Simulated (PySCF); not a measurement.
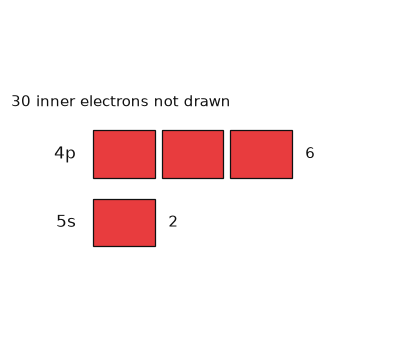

The outer shells of the nominal configuration: a box for each of the 2l + 1 orbitals, shaded by the share of the shell that is filled, with the electron count at the right.

## Run report: Sr, atomic calculation

Sr, configuration 1s2 2s2 2p6 3s2 3p6 3d10 4s2 4p6 5s2, multiplicity 1. Computed at this level: unrestricted M06-L, x2c-SVPall, spin-free X2C-1e, Gaussian nucleus (PySCF).

## The program's output (extracts)
```
damping factor = 0
level_shift factor = 0
DIIS = <class 'pyscf.scf.diis.CDIIS'>
diis_start_cycle = 1
diis_space = 10
diis_damp = 0
SCF conv_tol = 1e-09
SCF conv_tol_grad = None
number electrons alpha = 19  beta = 19
XC functionals = M06L
    Y. Zhao and D. G. Truhlar.,  J. Chem. Phys. 125, 194101 (2006)
    Y. Zhao and D. G. Truhlar.,  J. Chem. Phys. 125, 194101 (2006)
    Y. Zhao and D. G. Truhlar.,  Theor. Chem. Acc. 120, 215 (2008)
cycle= 1 E= -3178.81854316683  delta_E= -0.00381  |g|= 0.0239  |ddm|= 0.678
cycle= 2 E= -3178.81859276398  delta_E= -4.96e-05  |g|= 0.0101  |ddm|= 0.0121
cycle= 3 E= -3178.81860320071  delta_E= -1.04e-05  |g|= 0.000102  |ddm|= 0.00269
cycle= 4 E= -3178.81860320657  delta_E= -5.86e-09  |g|= 2.17e-06  |ddm|= 0.000612
cycle= 5 E= -3178.81860320657  delta_E= 1.82e-12  |g|= 3.99e-10  |ddm|= 3.9e-06
converged SCF energy = -3178.81860320657  <S^2> = 1.7763568e-14  2S+1 = 1
```

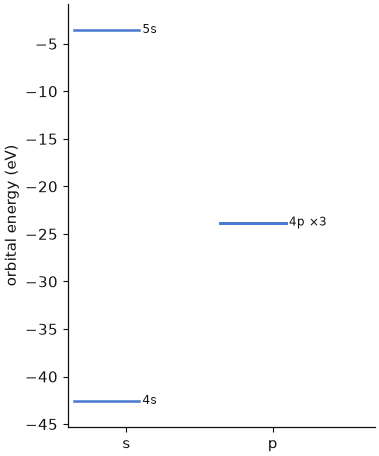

Orbital energies of the mean field, from the top down to −42.6 eV, by angular momentum; ×n counts the orbitals under one label. The highest filled orbital is 5s at −3.55 eV, the lowest empty one d at −1.09 eV.

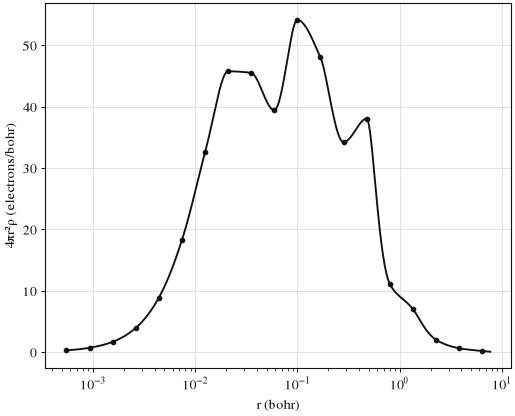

Spherically averaged radial density 4πr²ρ of the mean field; markers are the stored points, which are sparse, and the line is a monotone interpolation between them. The largest stored value is 54.2 electrons/bohr at r = 0.10 bohr. Root-mean-square radii of the shells: 3s 0.524, 3p 0.536, 3d 0.549, 4s 1.46, 4p 1.70, 5s 4.58 bohr.

## The input
```python
from pyscf import gto, scf, dft, mp, cc
import basis_set_exchange as bse
mol = gto.M(atom="Sr 0 0 0", charge=0, spin=0, symmetry="D2h",
            basis=gto.basis.parse(bse.get_basis("x2c-SVPall", elements=["Sr"], fmt="nwchem", header=False)),
            nucmod="G")
mf = dft.UKS(mol, xc="M06L").sfx2c1e()
mf.irrep_nelec = {'Ag': (7, 7), 'B1g': (1, 1), 'B2g': (1, 1), 'B3g': (1, 1), 'B1u': (3, 3), 'B2u': (3, 3), 'B3u': (3, 3)}
mf.kernel()
```

The script is an equivalent of what the driver set up; the driver started from orbitals of its own, so the log can be shorter than this script's would be, and it computed the properties (radii, ⟨L²⟩, response) afterwards. It held the occupations shell by shell, which the script's counts by irreducible representation don't always enforce.

The run was one of a batch that the task file lists, launched with:
```bash
OMP_NUM_THREADS=1 python <driver script> TASK.json OUT
```

## Results in brief

```
      quantity                                                             value
       outcome                                                         converged
  total energy                                                −3178.8186 hartree
SCF iterations                                                                 5
      hardware  1 thread of Intel Xeon, 108 GiB of memory available, shared host
     wall time                                                               1 s
```

## Remarks

Radii and densities are those of the two-component orbitals, without the picture-change correction, so the innermost s shells come out slightly too small (about 1 % for 1s near Z = 40, more for heavier atoms).
